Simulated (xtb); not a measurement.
# Run report: BSiH₃OF₂, geometry relaxation (part 3 of 3)

BSiH₃OF₂, SMILES O[SiH2]B(F)F; GFN2-xTB (xtb 6.7.1 later snapshot). The geometry comes from this level: GFN2-xTB.

Geometry of the input (Å):
```
O  -0.6163  0.5345  1.5501
Si -0.0900  -0.5731  0.4766
B  0.5539  0.2920  -1.1896
F  1.2642  -0.3007  -2.1329
F  0.3003  1.5564  -1.4965
H  -1.1758  1.2716  1.3221
H  0.9359  -1.2468  1.2686
H  -1.1722  -1.5339  0.2016
```

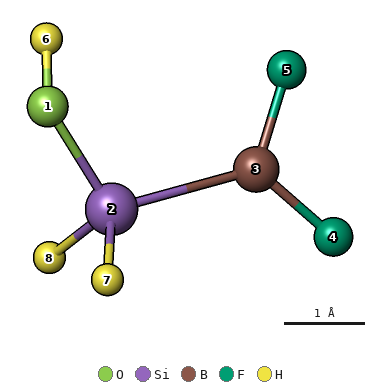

Fig. 1: The input geometry (ball-and-stick view, seen at a tilt; atoms are numbered from 1 in the order of the input).

Summary:

```json
{"quantity": "outcome", "value": "converged"}
{"quantity": "electrons treated", "value": "30"}
{"quantity": "total energy", "value": "−18.156875 hartree"}
{"quantity": "dispersion energy", "value": "−0.003582 hartree"}
{"quantity": "basis functions", "value": "29"}
{"quantity": "HOMO", "value": "−10.90 eV"}
{"quantity": "LUMO", "value": "−7.24 eV"}
{"quantity": "dipole moment", "value": "1.31 D"}
{"quantity": "hardware", "value": "1 thread of Arm Neoverse V1, 24 GiB of memory available, shared host"}
{"quantity": "peak memory", "value": "0.074 GiB"}
```
